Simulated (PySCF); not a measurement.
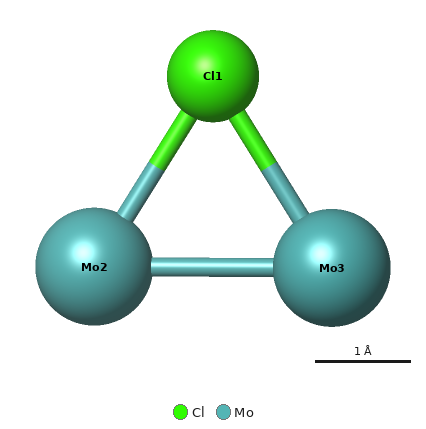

The structure as given in the input (ball-and-stick view, seen on its broad side; atoms are numbered from 1 in the order of the input). Sticks mark near contacts.

# Single-point calculation of Mo2Cl (charge +1)

- system: Mo2Cl, charge +1
- method: RHF/def2-svp (PySCF 2.14.0)

Some settings of this run were made unusual or wrong on purpose.

Output
```
PySCF version 2.14.0

[INPUT] verbose = 4
[INPUT] num. atoms = 3
[INPUT] num. electrons = 44
[INPUT] charge = 1
[INPUT] spin (= nelec alpha-beta = 2S) = 0
[INPUT] symmetry False subgroup None
[INPUT] Mole.unit = angstrom
[INPUT] Symbol           X                Y                Z      unit          X                Y                Z       unit  Magmom
[INPUT]  1 Cl     0.000000000000   0.000000000000  -1.708800000000 AA    0.000000000000   0.000000000000  -3.229164001657 Bohr   0.0
[INPUT]  2 Mo     1.257400000000   0.000000000000   0.304600000000 AA    2.376141629028   0.000000000000   0.575610577543 Bohr   0.0
[INPUT]  3 Mo    -1.257400000000   0.000000000000   0.304600000000 AA   -2.376141629028   0.000000000000   0.575610577543 Bohr   0.0

nuclear repulsion = 147.356068235832
number of shells = 30
number of NR pGTOs = 150
number of NR cGTOs = 80
basis = def2-svp
ecp = {'Mo': 'def2-svp'}

******** <class 'pyscf.scf.hf.RHF'> ********
method = RHF
initial guess = minao
damping factor = 0.95
level_shift factor = 0
DIIS = <class 'pyscf.scf.diis.CDIIS'>
diis_start_cycle = 8
diis_space = 8
diis_damp = 0
SCF conv_tol = 1e-09
SCF conv_tol_grad = None
SCF max_cycles = 50
direct_scf = True
direct_scf_tol = 1e-13
Set gradient conv threshold to 3.16228e-05
Initial guess from minao.
init E= -578.208874878881
  HOMO = -0.533896856499698  LUMO = -0.522248565285129  gap/eV = 0.31697
cycle= 1 E= -593.784027753919  delta_E= -15.6  |g|= 0.791  |ddm|= 3.93
  HOMO = -0.528592215760823  LUMO = -0.498152809352205  gap/eV = 0.82830
cycle= 2 E= -593.794071538897  delta_E= -0.01  |g|= 0.748  |ddm|= 0.048
  HOMO = -0.523815839737794  LUMO = -0.475641572472524  gap/eV = 1.31089
cycle= 3 E= -593.802884611288  delta_E= -0.00881  |g|= 0.708  |ddm|= 0.0437
  HOMO = -0.519516852601578  LUMO = -0.454620802448993  gap/eV = 1.76591
cycle= 4 E= -593.810663078352  delta_E= -0.00778  |g|= 0.67  |ddm|= 0.0403
  HOMO = -0.515650287082799  LUMO = -0.435001949466174  gap/eV = 2.19455
cycle= 5 E= -593.817561872538  delta_E= -0.0069  |g|= 0.635  |ddm|= 0.0375
  HOMO = -0.512176047598204  LUMO = -0.416701856493938  gap/eV = 2.59799
cycle= 6 E= -593.823706951119  delta_E= -0.00615  |g|= 0.602  |ddm|= 0.0352
  HOMO = -0.5090581719631  LUMO = -0.399642486882553  gap/eV = 2.97735
cycle= 7 E= -593.82920249309  delta_E= -0.0055  |g|= 0.571  |ddm|= 0.0331
  HOMO = -0.377847766510745  LUMO = -0.164132968813578  gap/eV = 5.81548
cycle= 8 E= -593.875504660354  delta_E= -0.0463  |g|= 0.166  |ddm|= 0.543
  HOMO = -0.42593632661063  LUMO = -0.178462614061742  gap/eV = 6.73410
cycle= 9 E= -593.890026506239  delta_E= -0.0145  |g|= 0.0979  |ddm|= 0.375
  HOMO = -0.411135568700445  LUMO = -0.168976715456904  gap/eV = 6.58948
cycle= 10 E= -593.89659263613  delta_E= -0.00657  |g|= 0.0487  |ddm|= 0.147
  HOMO = -0.418784984537921  LUMO = -0.162275137492797  gap/eV = 6.97999
cycle= 11 E= -593.906895338958  delta_E= -0.0103  |g|= 0.036  |ddm|= 0.316
  HOMO = -0.424727318859085  LUMO = -0.158190087452323  gap/eV = 7.25285
cycle= 12 E= -593.913516670106  delta_E= -0.00662  |g|= 0.0282  |ddm|= 0.257
  HOMO = -0.43229625802152  LUMO = -0.156278401440389  gap/eV = 7.51083
cycle= 13 E= -593.919002618358  delta_E= -0.00549  |g|= 0.0193  |ddm|= 0.297
  HOMO = -0.42925492189882  LUMO = -0.158945833155272  gap/eV = 7.35548
cycle= 14 E= -593.921215770123  delta_E= -0.00221  |g|= 0.0131  |ddm|= 0.179
  HOMO = -0.431048442048899  LUMO = -0.161481070358583  gap/eV = 7.33530
cycle= 15 E= -593.922325928043  delta_E= -0.00111  |g|= 0.00874  |ddm|= 0.137
  HOMO = -0.428409837904418  LUMO = -0.161173689622813  gap/eV = 7.27187
cycle= 16 E= -593.922914418844  delta_E= -0.000588  |g|= 0.00626  |ddm|= 0.114
  HOMO = -0.431123506067029  LUMO = -0.162251553903536  gap/eV = 7.31638
cycle= 17 E= -593.923082805663  delta_E= -0.000168  |g|= 0.00387  |ddm|= 0.0569
  HOMO = -0.430425737671116  LUMO = -0.162316482383106  gap/eV = 7.29562
cycle= 18 E= -593.923169054651  delta_E= -8.62e-05  |g|= 0.0026  |ddm|= 0.0482
  HOMO = -0.430751912126185  LUMO = -0.162566241715265  gap/eV = 7.29770
cycle= 19 E= -593.923201989353  delta_E= -3.29e-05  |g|= 0.00136  |ddm|= 0.0278
  HOMO = -0.431345415248178  LUMO = -0.162731762052963  gap/eV = 7.30935
cycle= 20 E= -593.923211888116  delta_E= -9.9e-06  |g|= 0.000711  |ddm|= 0.0193
  HOMO = -0.43106559576132  LUMO = -0.162675792953667  gap/eV = 7.30326
cycle= 21 E= -593.923213381271  delta_E= -1.49e-06  |g|= 0.000333  |ddm|= 0.00531
  HOMO = -0.430997748061787  LUMO = -0.162710320357933  gap/eV = 7.30047
cycle= 22 E= -593.923213711572  delta_E= -3.3e-07  |g|= 0.00017  |ddm|= 0.00223
  HOMO = -0.431045762707584  LUMO = -0.162723387280843  gap/eV = 7.30142
cycle= 23 E= -593.92321380711  delta_E= -9.55e-08  |g|= 8.14e-05  |ddm|= 0.0014
  HOMO = -0.431055108327142  LUMO = -0.162731031750458  gap/eV = 7.30147
cycle= 24 E= -593.923213818233  delta_E= -1.11e-08  |g|= 0.000133  |ddm|= 0.000478
  HOMO = -0.431054261967706  LUMO = -0.162733743305595  gap/eV = 7.30137
cycle= 25 E= -593.923213826016  delta_E= -7.78e-09  |g|= 3.31e-05  |ddm|= 0.000213
  HOMO = -0.431057763373889  LUMO = -0.162743815336667  gap/eV = 7.30119
cycle= 26 E= -593.923213829473  delta_E= -3.46e-09  |g|= 9.45e-06  |ddm|= 0.000366
  HOMO = -0.431057313143109  LUMO = -0.162744892917911  gap/eV = 7.30115
cycle= 27 E= -593.92321382966  delta_E= -1.87e-10  |g|= 5.61e-06  |ddm|= 5.41e-05
  HOMO = -0.431057719268298  LUMO = -0.162745692400516  gap/eV = 7.30114
```

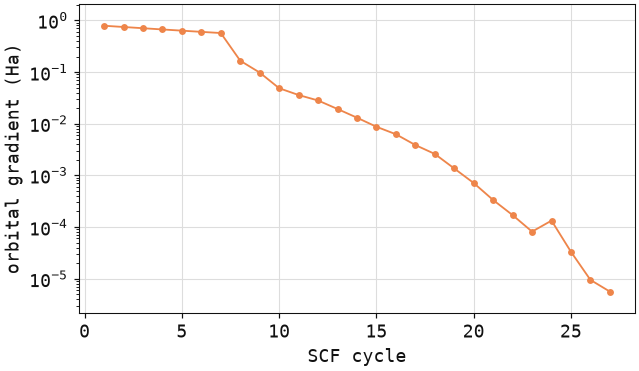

Convergence of the self-consistent field: orbital gradient against the SCF cycle. The residual falls almost steadily, with no more than small rises.

```
Extra cycle  E= -593.923213829718  delta_E= -5.83e-11  |g|= 4.02e-06  |ddm|= 1.76e-05
converged SCF energy = -593.923213829718

WARN: System has nonzero charge 1; the dipole moment is origin-dependent.
Location of origin: [0. 0. 0.]

Dipole moment(X, Y, Z, Debye): -0.00000, -0.00000,  2.75289
orbital energies (hartree): [-0.5187 -0.47   -0.4311 -0.1627 -0.1604 -0.1496]
```

The run was set up as follows.

Input
```python
from pyscf import gto, scf

mol = gto.M(
    atom='Cl 0 0 -1.7088; Mo 1.2574 0 0.3046; Mo -1.2574 0 0.3046',
    basis='def2-svp',
    ecp={'Mo': 'def2-svp'},
    charge=1,
    spin=0,
    verbose=4,
)
mf = scf.RHF(mol)
mf.damp = 0.95
mf.diis_start_cycle = 8
mf.kernel()
mf.dip_moment()
print('orbital energies (hartree):', mf.mo_energy[..., max(0, mol.nelec[1]-3):mol.nelec[0]+3].round(4))
```

Run as:
```bash
OMP_NUM_THREADS=1 python input.py
```

What the run reported

| quantity | value |
| --- | --- |
| outcome | converged |
| SCF energy | −593.923214 hartree |
| hardware | 1 CPU thread, shared host |
| wall time | 3.2 s |

What went wrong

Some settings of this run were drawn to be unusual or wrong. It converged; results that depend on the unusual settings are not reference values. The run takes a singlet; with an open-shell metal another spin state may lie lower.
